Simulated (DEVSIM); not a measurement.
Device: abrupt GaAs p-n junction, at 300 K.

```tsv
layer (left to right)	material	thickness (μm)	Nd (cm⁻³)	Na (cm⁻³)	τn (s)	τp (s)
1	GaAs	16.0	-	3.9e15	6.1e-8	6.1e-8
2	GaAs	19.0	1.6e17	-	6.1e-8	1.8e-9
```

Left contact: ohmic. Right contact: ohmic. Voltage is applied to the left contact. Recombination: SRH at mid-gap, radiative, Auger. Mobility is μmin + (μ − μmin)/(1 + (N/Nref)^α).

The device is made up for the run: typed textbook-type constants, with dimensions and the other settings drawn at random. Values at 300 K.

| parameter | GaAs |
|---|---|
| gap (eV) | 1.424 |
| affinity (eV) | 4.07 |
| permittivity | 12.9 |
| Nc (cm⁻³) | 4.7e17 |
| Nv (cm⁻³) | 9e18 |
| μn (cm²/Vs) | 8500 |
| μp (cm²/Vs) | 400 |
| μn,min | 500 |
| μp,min | 20 |
| Nref,n | 6e16 |
| Nref,p | 1.5e17 |
| αn | 0.39 |
| αp | 0.38 |
| B (cm³/s) | 2e-10 |
| Cn (cm⁶/s) | 1e-30 |
| Cp (cm⁶/s) | 1e-30 |

Simulated with DEVSIM: 1D drift-diffusion, Boltzmann statistics, complete ionisation; no tunnelling, impact ionisation, image-force lowering or self-heating.

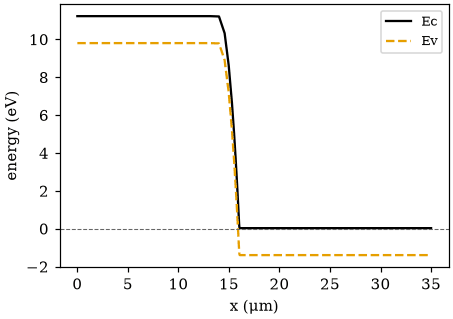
*Band edges at -10.0 V on the left contact*

Energies count from the Fermi level of the right contact; mesh points crowd at the junctions.

| x (μm) | Ec (eV) | Ev (eV) | n (cm⁻³) | p (cm⁻³) | field (V/cm) |
|---|---|---|---|---|---|
| 0.000 | 11.224 | 9.800 | < 1e2 | 3.9e15 | ≈ 0 |
| 0.04252 | 11.224 | 9.800 | < 1e2 | 3.9e15 | ≈ 0 |
| 0.1601 | 11.224 | 9.800 | < 1e2 | 3.9e15 | ≈ 0 |
| 0.5066 | 11.224 | 9.800 | < 1e2 | 3.9e15 | ≈ 0 |
| 2.009 | 11.224 | 9.800 | < 1e2 | 3.9e15 | ≈ 0 |
| 5.599 | 11.224 | 9.800 | < 1e2 | 3.9e15 | ≈ 0 |
| 12.01 | 11.224 | 9.800 | < 1e2 | 3.9e15 | ≈ 0 |
| 14.97 | 8.625 | 7.201 | < 1e2 | 110 | -53000 |
| 15.66 | 3.709 | 2.285 | < 1e2 | < 1e2 | -91000 |
| 15.89 | 1.457 | 0.033 | < 1e2 | < 1e2 | -100000 |
| 15.98 | 0.570 | -0.854 | 1.3e8 | < 1e2 | -110000 |
| 16.02 | 0.119 | -1.305 | 4.6e15 | < 1e2 | -55000 |
| 16.11 | 0.028 | -1.396 | 1.6e17 | < 1e2 | -59 |
| 16.34 | 0.028 | -1.396 | 1.6e17 | < 1e2 | ≈ 0 |
| 17.45 | 0.028 | -1.396 | 1.6e17 | < 1e2 | ≈ 0 |
| 20.04 | 0.028 | -1.396 | 1.6e17 | < 1e2 | ≈ 0 |
| 26.93 | 0.028 | -1.396 | 1.6e17 | < 1e2 | ≈ 0 |
| 32.10 | 0.028 | -1.396 | 1.6e17 | < 1e2 | ≈ 0 |
| 34.29 | 0.028 | -1.396 | 1.6e17 | < 1e2 | ≈ 0 |
| 34.76 | 0.028 | -1.396 | 1.6e17 | < 1e2 | ≈ 0 |
| 34.93 | 0.028 | -1.396 | 1.6e17 | < 1e2 | ≈ 0 |
| 35.00 | 0.028 | -1.396 | 1.6e17 | < 1e2 | ≈ 0 |
